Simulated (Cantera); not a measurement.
A closed system holds: 1 mol MgSO4, 0.034 mol CO2, 0.27 mol H2, at 34.0 mbar.

Cantera equilibrium calculation (NASA polynomials, part measured and part estimated; ideal gas, pure solids and liquids). Candidate condensed phases: C, C6H6, C7H8, C8H18, H2O, H2SO4, Mg, MgCO3, MgO, Mg(OH)2, MgS, MgSO4, S; 130 gas species. The numbers say what is thermodynamically allowed, not how fast it happens.

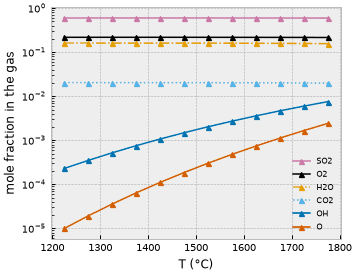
*Equilibrium gas composition (values under 1e-9 drawn at 1e-9)*

From 1225 °C to 1775 °C the condensed part is MgO(s). The main Mg-bearing gas is Mg(OH)2 throughout.
